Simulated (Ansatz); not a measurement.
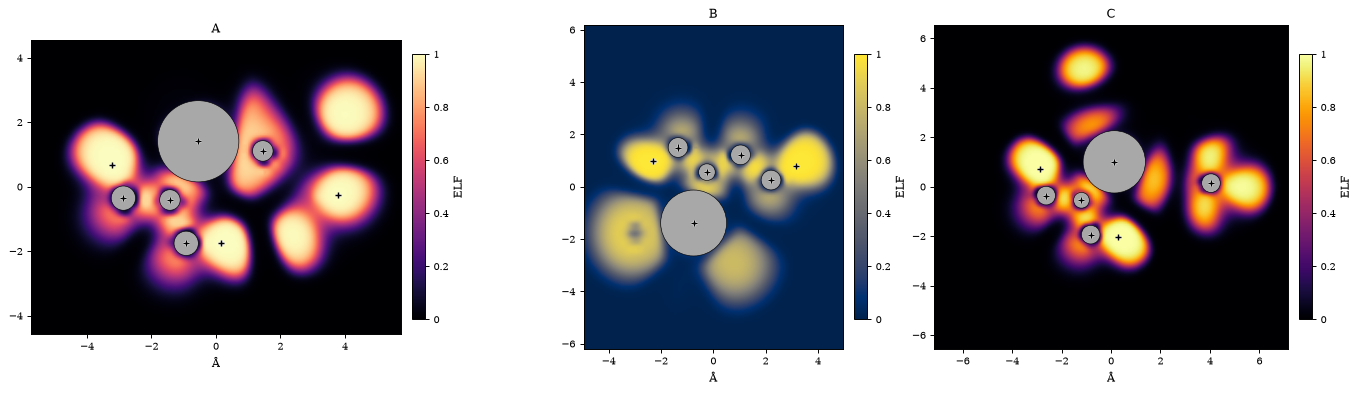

The ELF of 3 systems, each on a plane through atoms (crosses mark nuclei in the plane; grey discs cover the cores).

Theory: Ansatz 0.2.0, RKS PBE0-D4/def2-TZVPP.

System 1: C6H16F2N2Zr, the plane of atoms C3, Zr4 and N7. Geometry: PBE0-D4/def2-TZVP; core potentials replace the inner electrons of Zr.

```xyz
27

C     0.0277    1.5899    2.1601
N     0.2598    2.1397    0.8516
C     0.0532    3.5694    0.7963
Zr    0.8147    1.3414   -0.9208
F     2.5467    2.0436   -1.3766
F    -0.5103    1.8636   -2.2265
N     0.9723   -0.6609   -0.6537
C    -0.0589   -1.6958   -0.6238
C    -1.4198   -1.0075   -0.6348
C     0.0870   -2.5258    0.6495
C     0.0689   -2.6013   -1.8471
H     0.6921    2.0414    2.9112
H     0.2088    0.5138    2.1588
H    -1.0061    1.7628    2.4951
H    -0.9778    3.8438    1.0606
H     0.7326    4.1074    1.4720
H     0.2337    3.9601   -0.2146
H     1.8971   -1.0773   -0.5939
H    -1.5615   -0.4194   -1.5469
H    -1.5306   -0.3457    0.2307
H    -2.2263   -1.7418   -0.5920
H    -0.6740   -3.3090    0.6975
H    -0.0122   -1.8932    1.5342
H     1.0679   -3.0083    0.6852
H    -0.0410   -2.0202   -2.7652
H     1.0493   -3.0853   -1.8669
H    -0.6932   -3.3852   -1.8399
```

System 2: C6H17NO3Zr, the plane of atoms Zr3, N9 and C11. Geometry: PBE0-D4/def2-TZVP; core potentials replace the inner electrons of Zr.

```tsv
atom	x (Å)	y (Å)	z (Å)
C	-1.6724	-2.9910	-1.0968
O	-0.7430	-1.9978	-0.8324
Zr	0.3400	-0.4078	-0.6767
O	0.7384	0.2606	-2.4667
O	-0.4653	1.0027	0.3664
C	-1.3132	2.0170	0.8199
C	-2.7510	1.5315	0.8216
C	-1.1308	3.2618	-0.0282
N	2.0559	-0.9411	0.2936
C	2.8088	-0.0687	1.1583
C	2.6612	-2.2419	0.1607
H	-2.6328	-2.7686	-0.6174
H	-1.8440	-3.0909	-2.1749
H	-1.3208	-3.9573	-0.7171
H	1.3460	0.4938	-3.1621
H	-1.0238	2.2520	1.8547
H	-3.0728	1.3020	-0.1985
H	-2.8478	0.6270	1.4255
H	-3.4204	2.2929	1.2294
H	-0.0881	3.5852	-0.0127
H	-1.7526	4.0807	0.3420
H	-1.4096	3.0557	-1.0653
H	2.3131	0.9006	1.2599
H	2.9150	-0.4925	2.1688
H	3.8243	0.1132	0.7741
H	2.0580	-2.8901	-0.4822
H	2.7589	-2.7459	1.1345
H	3.6689	-2.1831	-0.2784
```

System 3: C6H16Cl2N2Zr, the plane of atoms C2, N3 and C4. Geometry: PBE0-D4/def2-TZVP; core potentials replace the inner electrons of Zr.

```xyz
27

C    -1.5084   -2.6327   -0.2218
C    -2.3448   -1.5046    0.3444
N    -1.8856   -0.1962   -0.0635
C    -2.6421    0.8724    0.5600
Zr   -0.3608    0.3813   -1.2416
Cl   -0.5511    2.6508   -1.9573
Cl    0.1021   -1.0552   -3.0860
N     1.2175    0.2931   -0.0204
C     1.4088   -0.1369    1.3397
C     2.4260    0.7302   -0.7020
C     3.0219    2.0177   -0.1585
H    -0.4566   -2.5315    0.0649
H    -1.8616   -3.5923    0.1598
H    -1.5605   -2.6656   -1.3117
H    -2.3337   -1.5552    1.4444
H    -3.3958   -1.6378    0.0466
H    -2.5853    0.8108    1.6550
H    -3.7013    0.8352    0.2735
H    -2.2610    1.8552    0.2637
H     1.7407    0.6800    1.9920
H     0.4719   -0.5225    1.7442
H     2.1621   -0.9352    1.3998
H     3.1716   -0.0781   -0.6801
H     2.1960    0.8776   -1.7701
H     2.2909    2.8276   -0.2095
H     3.3420    1.9049    0.8792
H     3.8969    2.3070   -0.7449
```

Question: Which map belongs to which system?

Answer: Panel A is system 1, C6H16F2N2Zr: the plane holds C, N, Zr and H. C–N (1.44 Å): the ELF peaks at about 0.90 between the atoms: localised, covalent bonding. Panel B is system 3, C6H16Cl2N2Zr: the plane holds C, N, Zr and H. C–N (1.45 Å): the ELF peaks at about 0.90 between the atoms; a shared electron pair. Panel C is system 2, C6H17NO3Zr: the plane holds Zr, C, N and H. C–N (1.44 Å): the ELF peaks at about 0.90 between the atoms; localised, covalent bonding.
